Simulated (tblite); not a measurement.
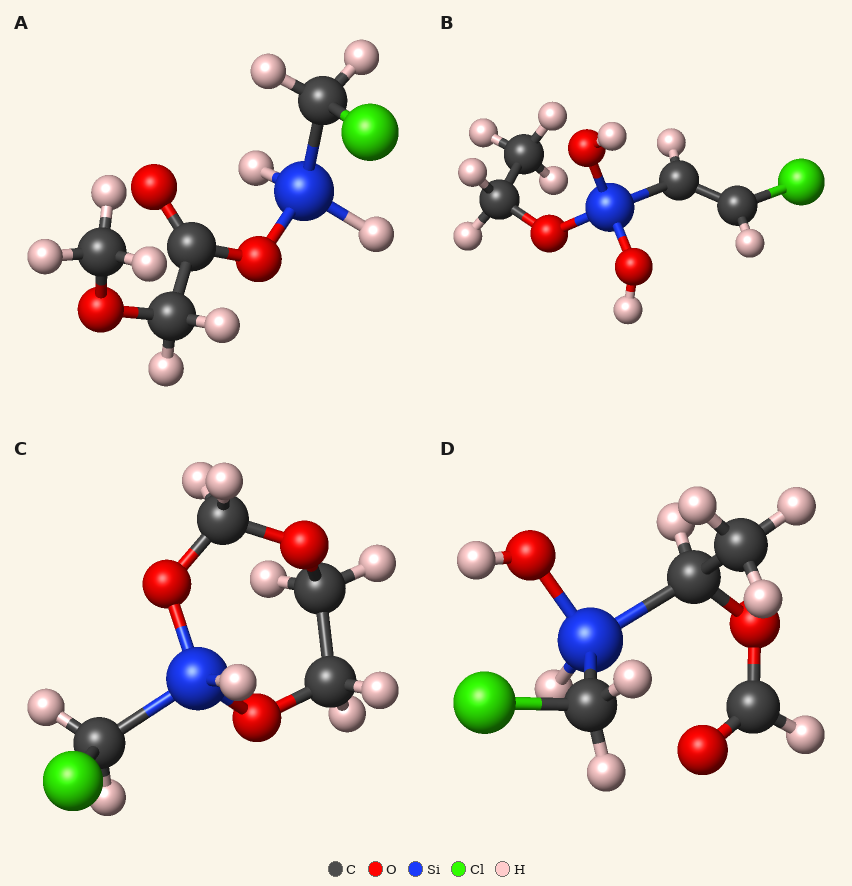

Simulated data, not a measurement (program: tblite).

**Which panel belongs to which SMILES?**
(1) CCO[Si](O)(O)/C=C/Cl
(2) C[C@@H](OC=O)[Si@H](O)CCl
(3) ClC[Si@H]1OCCOCO1
(4) COCC(=O)O[SiH2]CCl

A is (4), B is (1), C is (3), D is (2).
